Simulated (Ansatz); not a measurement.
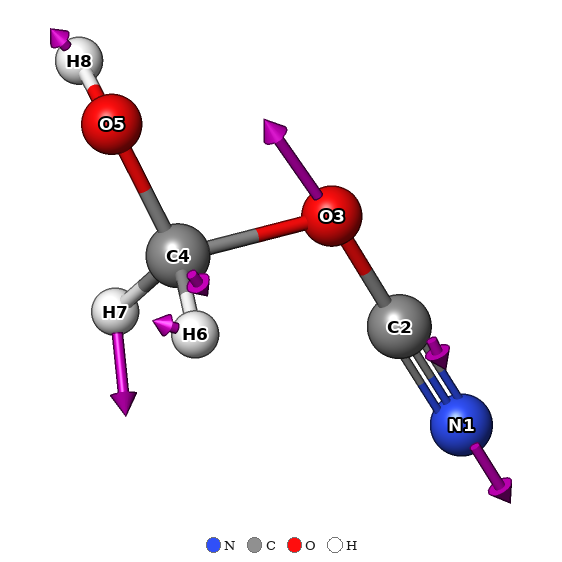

The arrows show one normal mode. Harmonic vibrations computed with RKS PBE0-D4/def2-TZVP (Ansatz 0.2.0) at a stationary point of the same level.

At what wavenumber does it lie?

Answer. 1164 cm⁻¹; it is mode 9 of 18 counted from the lowest.
